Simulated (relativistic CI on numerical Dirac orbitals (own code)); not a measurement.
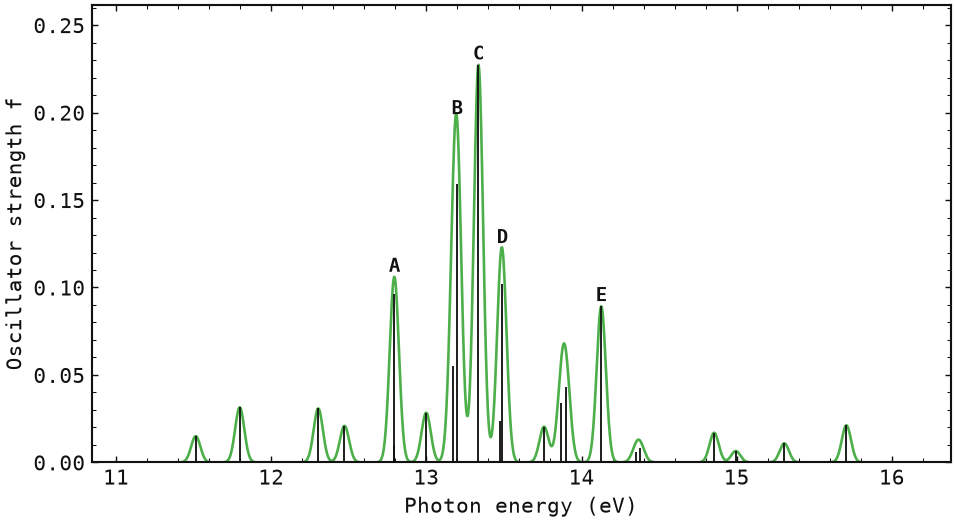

Computed spectrum: absorption lines from the lowest level (oscillator strengths f) of an atom or ion with 76 electrons. Method of calculation: relativistic CI on Dirac orbitals, KLI exchange-only orbitals, Breit term, model QED, valence Slater integrals scaled by 0.85, a P86 correlation estimate for each configuration. The envelope is a Gaussian of full width 0.07 eV, scaled to the tallest stick.

> Which ion is it, and what are the lettered lines?

Pt²⁺. A: 5d⁷ 6p J = 4 (odd, mixed, level 71) ← 5d⁸ ³F₄, 12.79 eV, f = 0.096; B: 5d⁷ 6p J = 4 (odd, mixed, level 80) ← 5d⁸ ³F₄, 13.20 eV, f = 0.16; C: 5d⁷ 6p ³G°₅ ← 5d⁸ ³F₄, 13.34 eV, f = 0.23; D: 5d⁷ 6p J = 3 (odd, mixed, level 85) ← 5d⁸ ³F₄, 13.49 eV, f = 0.10; E: 5d⁷ 6p J = 3 (odd, mixed, level 101) ← 5d⁸ ³F₄, 14.13 eV, f = 0.089.

Note: near-neutral ion: configurations can be misplaced by up to about 10000 cm⁻¹, over 20000 where the f count changes; rates and lifetimes follow the computed energies and can be off by orders of magnitude; only a limited list of configurations is included, so lower levels can be missing; only lines among the lowest 200 of 2075 levels are drawn, so those from 5d⁶ 6s 6p are incomplete.
